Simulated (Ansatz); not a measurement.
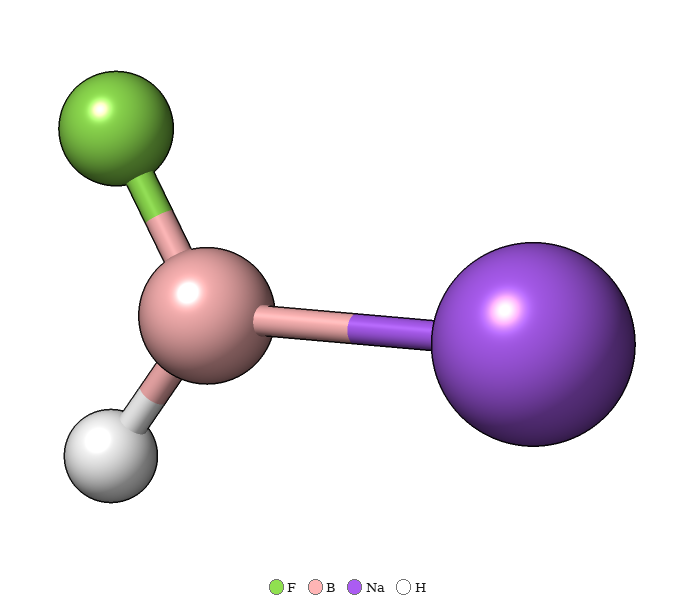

The picture shows a molecular structure as a ball-and-stick model. Every bond is drawn as one stick, whatever its order.

The geometry was computed by an optimisation with PBE0-D4/def2-TZVP. No frequency run is at hand to confirm it as a minimum.

Describe the molecule.

Formula BFHNa. This geometry has Cs symmetry. All atoms lie on one plane. Coordination: 1 B trigonal planar.

The parts below concern this one geometry. Atoms keep their numbers from picture to picture.

### Dipole moment

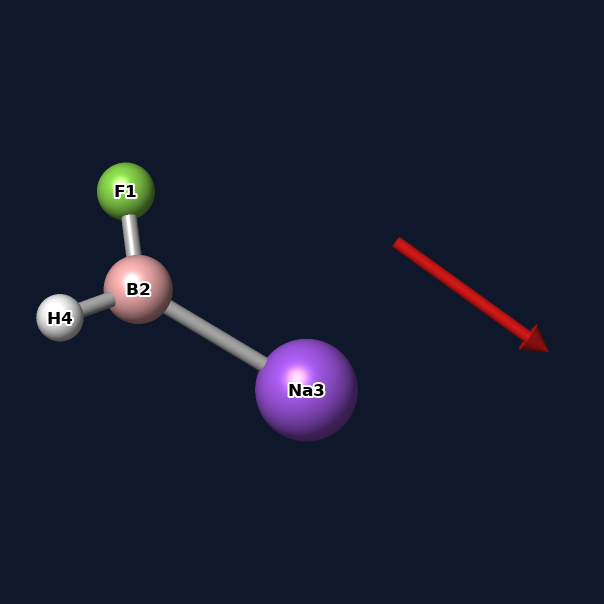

The arrow beside the molecule shows the direction of the dipole moment, from the negative to the positive end (its length means nothing). No frequency run is at hand to confirm it as a minimum. Properties computed with RKS PBE0-D4/def2-TZVP (Ansatz 0.2.0).

Estimate the dipole moment.

Answer. 5.67 D; it points from the side of F1, H4 to the side of Na3 (the outermost atoms at the two ends).

### Charges

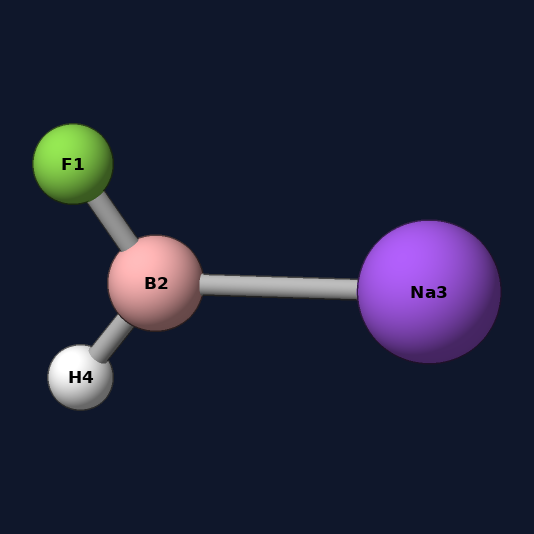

The questions are on Mulliken charges. No frequency run is at hand to confirm it as a minimum. Level of theory: RKS PBE0-D4/def2-TZVP (Ansatz 0.2.0).

Which atom carries the highest charge (most positive or least negative)?

Answer. Na3 (0.28 e).

And the lowest?

Answer. F1 (−0.24 e).

List the Mulliken charges.

| atom | value (e) |
| --- | --- |
| F1 | −0.24 |
| B2 | −0.01 |
| Na3 | 0.28 |
| H4 | −0.03 |

### Electronic properties

No frequency run is at hand to confirm it as a minimum. Level of theory: RKS PBE0-D4/def2-TZVPP (Ansatz 0.2.0).

Computed properties:

- HOMO energy (Kohn–Sham orbital): −4.51 eV
- LUMO energy (Kohn–Sham orbital): −1.29 eV
- HOMO–LUMO gap: 3.22 eV

Mulliken values depend strongly on the basis set and can even reverse the polarity of a bond.
